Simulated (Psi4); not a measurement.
**Li2F2 ((LiF)2 ring) at 3 levels**

Wanted: a comparison of 3 runs (r2SCAN/STO-3G, B3LYP/6-31G*, CCD/6-31G*) of Li2F2 ((LiF)2 ring). 

The results are computed with Psi4 1.11.

1 further run of the same task is left out (it didn't finish).

### Step 1. Starting point

The species is Li2F2 (4 atoms), meant as a singlet with charge 0. The shape comes from GFN2-xTB, which is rough for such elements, and wasn't checked as a minimum.

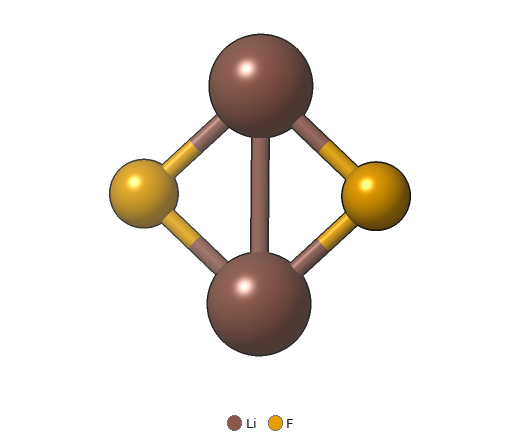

The structure, seen from a chosen angle (lithium brown, fluorine amber).

### Step 2. Energy and gradient at r2SCAN/STO-3G (run 1)

f2li2.xyz reads:

```xyz
4
F2Li2
Li     0.729080     0.639270     0.610580
F      0.170410     0.752760    -0.987960
Li    -0.729130    -0.640270    -0.610820
F     -0.170350    -0.751760     0.988200
```

run.py reads:

```python
import psi4

psi4.set_memory(1600000000)
psi4.set_num_threads(1)
psi4.set_output_file('run.log', False)

with open('f2li2.xyz') as f:
    atoms = ''.join(f.readlines()[2:])
geom = psi4.geometry('0 1\n' + atoms + 'symmetry c1')

options = {'puream': True, 'e_convergence': 1e-09, 'd_convergence': 1e-08, 'scf_type': 'pk', 'dft_radial_points': 99, 'dft_spherical_points': 590}
psi4.set_options(options)

result, w = psi4.gradient('r2scan/STO-3G', molecule=geom, return_wfn=True)
psi4.oeprop(w, 'QUADRUPOLE', 'DIPOLE', 'LOWDIN_CHARGES')
print('gradient / Eh bohr^-1')
print(result.np.round(6))
print(f'energy = {w.energy():.10f} Eh')
```

The run is started by

```console
$ python run.py
```

run.log:

```text
[...]
  Running in c1 symmetry.
[...]
  Nuclear repulsion =   52.822149332621052
[...]
  Multiplicity = 1
[...]
  Nalpha       = 12
  Nbeta        = 12
[...]
    Number of basis functions: 20
[...]
   @RKS iter   1:  -211.74428655956638   -8.80651e-01   6.54858e-03 ADIIS/DIIS
[...]
   @RKS iter   7:  -211.75982169985735   -5.48539e-11   6.00114e-09 DIIS
[...]
    Orbital Energies [Eh]
    ---------------------
    Doubly Occupied:
       1A    -24.148388     2A    -24.148081     3A     -1.789965
       4A     -1.787241     5A     -0.966087     6A     -0.959915
       7A     -0.221931     8A     -0.207612     9A     -0.197902
      10A     -0.189250    11A     -0.138312    12A     -0.134310
[...]
  @RKS Final Energy:  -211.75982169985735
   => Energetics <=
    Nuclear Repulsion Energy =             52.8221493326210521
    One-Electron Energy =                -403.2630834372712343
    Two-Electron Energy =                 163.5049679006197039
    DFT Exchange-Correlation Energy =     -24.8238554958268764
    Empirical Dispersion Energy =           0.0000000000000000
    VV10 Nonlocal Energy =                  0.0000000000000000
    Total Energy =                       -211.7598216998573548
[...]
  -Total Gradient:
     Atom            X                  Y                   Z
    ------   -----------------  -----------------  -----------------
       1        0.013200703791     0.011634291580     0.010888167455
       2        0.004084000592     0.017310263022    -0.022259197941
       3       -0.013363446050    -0.011894110229    -0.010951426791
       4       -0.003919511715    -0.017047791502     0.022318484833
[...]
```

On the terminal:

```text
gradient / Eh bohr^-1
[[ 0.013201  0.011634  0.010888]
 [ 0.004084  0.01731  -0.022259]
 [-0.013363 -0.011894 -0.010951]
 [-0.00392  -0.017048  0.022318]]
energy = -211.7598216999 Eh
```

It took 6.9 s on 1 thread of Intel Xeon Platinum 8375C at 2.90GHz (Ice Lake), shared host; peak memory 0.51 GiB.

### Step 3. Energy and forces at B3LYP/6-31G(d) (spherical functions) (run 2)

job.dat reads:

```
memory 1600 MB

molecule {
  0 1
  Li     0.729080     0.639270     0.610580
  F      0.170410     0.752760    -0.987960
  Li    -0.729130    -0.640270    -0.610820
  F     -0.170350    -0.751760     0.988200
  symmetry c1
  no_reorient
  no_com
}

set {
  puream               true
  e_convergence        1e-09
  d_convergence        1e-08
  scf_type             pk
  dft_radial_points    99
  dft_spherical_points 590
}

e_tot, wfn = gradient("b3lyp/6-31G*", return_wfn=True)
oeprop(wfn, "WIBERG_LOWDIN_INDICES", "DIPOLE", "QUADRUPOLE")
print_variables()
```

The run is started by

```console
$ psi4 job.dat job.out -n 1
```

job.out:

```text
[...]
  Running in c1 symmetry.
[...]
  Nuclear repulsion =   52.822149332621052
[...]
  Multiplicity = 1
[...]
  Nalpha       = 12
  Nbeta        = 12
[...]
    Number of basis functions: 56
[...]
   @RKS iter   1:  -214.70480699293884   -7.20025e-01   1.47488e-02 DIIS/ADIIS
[...]
   @RKS iter   9:  -214.94391989290619   -5.76961e-12   2.30539e-09 DIIS
[...]
    Orbital Energies [Eh]
    ---------------------
    Doubly Occupied:
       1A    -24.565326     2A    -24.565237     3A     -1.943920
       4A     -1.941234     5A     -1.034405     6A     -1.027547
       7A     -0.339902     8A     -0.329473     9A     -0.321380
      10A     -0.318191    11A     -0.294789    12A     -0.289094
[...]
  @RKS Final Energy:  -214.94391989290619
   => Energetics <=
    Nuclear Repulsion Energy =             52.8221493326210521
    One-Electron Energy =                -407.1140739777512749
    Two-Electron Energy =                 159.5129659249078031
    DFT Exchange-Correlation Energy =     -20.1649611726837676
    Empirical Dispersion Energy =           0.0000000000000000
    VV10 Nonlocal Energy =                  0.0000000000000000
    Total Energy =                       -214.9439198929061945
[...]
  -Total Gradient:
     Atom            X                  Y                   Z
    ------   -----------------  -----------------  -----------------
       1        0.002001523685     0.001811408744     0.001516662556
       2       -0.001449364256    -0.007075586495     0.009729353752
       3       -0.002134651676    -0.002047947547    -0.001516671404
       4        0.001581762912     0.007310395590    -0.009730877707
[...]
```

Run time: 6.6 s. Hardware: 1 thread of Intel Xeon Platinum 8375C at 2.90GHz (Ice Lake), shared host; peak memory 0.56 GiB.

### Step 4. A single-point energy at CCD/6-31G(d) (DKH3, density fitting, density fitting for correlation, Cartesian functions) (run 3)

input.in reads:

```
memory 1600 MB

molecule {
  0 1
  Li     0.729080     0.639270     0.610580
  F      0.170410     0.752760    -0.987960
  Li    -0.729130    -0.640270    -0.610820
  F     -0.170350    -0.751760     0.988200
}

set {
  basis 6-31G*
  reference rhf
  scf_type df
  cc_type df
  level_shift 1.0
  maxiter 60
  relativistic dkh
  dkh_order 3
}

energy("ccd")
```

The run is started by

```console
$ psi4 input.in input.out -n 1
```

input.out:

```text
[...]
  Running in c1 symmetry.
[...]
  Nuclear repulsion =   52.822149332621052
[...]
  Multiplicity = 1
[...]
  Nalpha       = 12
  Nbeta        = 12
[...]
    Number of basis functions: 60
[...]
   @DF-RHF iter   1:  -213.98728616156436   -1.32200e+00   1.09868e-02 ADIIS/DIIS/SHIFT
[...]
   @DF-RHF iter  10:  -214.14152355990763   -5.40012e-12   5.99967e-09 DIIS
[...]
    Orbital Energies [Eh]
    ---------------------
    Doubly Occupied:
       1A    -26.181849     2A    -26.181748     3A     -2.385623
       4A     -2.382676     5A     -1.423370     6A     -1.415951
       7A     -0.556284     8A     -0.530195     9A     -0.523187
      10A     -0.521864    11A     -0.500172    12A     -0.497929
[...]
  @DF-RHF Final Energy:  -214.14152355990763
   => Energetics <=
    Nuclear Repulsion Energy =             52.8221493326210521
    One-Electron Energy =                -407.7256507034561537
    Two-Electron Energy =                 140.7619778109274762
    Total Energy =                       -214.1415235599076254
[...]
 Multipole Moments:
 ------------------------------------------------------------------------------------
     Multipole            Electronic (a.u.)      Nuclear  (a.u.)        Total (a.u.)
 ------------------------------------------------------------------------------------
 L = 1.  Multiply by 2.5417464519 to convert [e a0] to [Debye]
 Dipole X            :         -0.0005098            0.0000491           -0.0004607
 Dipole Y            :         -0.0040873            0.0008933           -0.0031940
 Dipole Z            :         -0.0010442            0.0002144           -0.0008298
 Magnitude           :                                                    0.0033320
[...]
	DF-MP2 Total Energy (a.u.)         :  -214.53357246227418
[...]
```

Wall time 2.8 s (1 thread of Intel Xeon Platinum 8375C at 2.90GHz (Ice Lake), shared host); peak memory 0.22 GiB.

### Step 5. Overview of the runs

```tsv
run	level	task	integrals	energy (Eh)	dipole moment (D)	HOMO energy (eV)	LUMO energy (eV)	wall time
1	r2SCAN/STO-3G	gradient	pk	-211.759822	0.01	-3.65	0.17	6.9 s
2	B3LYP/6-31G* (spherical functions)	gradient	pk	-214.943920	0.01	-7.87	-0.56	6.6 s
3	CCD/6-31G* (DKH3, density fitting, density fitting for correlation, Cartesian functions)	energy	df	-214.530348	–	-13.55	0.99	2.8 s
```

### Step 6. Outcome

```
                                    quantity          value
                         run 3: total energy  -214.53035 Eh
  run 3: HOMO energy (Hartree–Fock orbitals)      -13.55 eV
  run 3: LUMO energy (Hartree–Fock orbitals)        0.99 eV
run 3: HOMO–LUMO gap (Hartree–Fock orbitals)       14.54 eV
                   run 3: correlation energy     -388.8 mEh
```

In words: Totals of different functionals can't be ranked against each other. In run 1 the basis is minimal, so the values are rough. All runs together took 16 s, the longest 6.9 s.
